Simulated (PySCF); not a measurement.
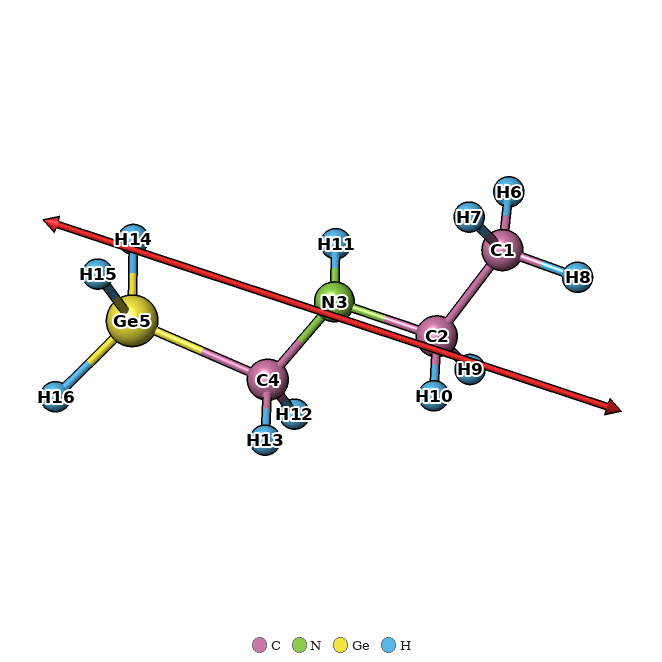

The double arrow shows the direction of the transition dipole to excited singlet state 2 (its length means nothing). Computed geometry: GFN2-xTB optimisation. No frequency run is at hand to confirm it as a minimum. Method: TDDFT B3LYP/def2-SVPD, vertical, gas phase, core orbitals frozen in the response (PySCF 2.14.0).

### Where does the transition lie, and how strong is it?

6.14 eV (202 nm), oscillator strength 0.037, mainly HOMO → LUMO+1 (weight 0.94); transition dipole 1.25 D.

The geometry is semi-empirical. Around Ge such bond lengths and angles can be off by a tenth of an ångström or more and by several degrees, and values that hang on the shape move with them.
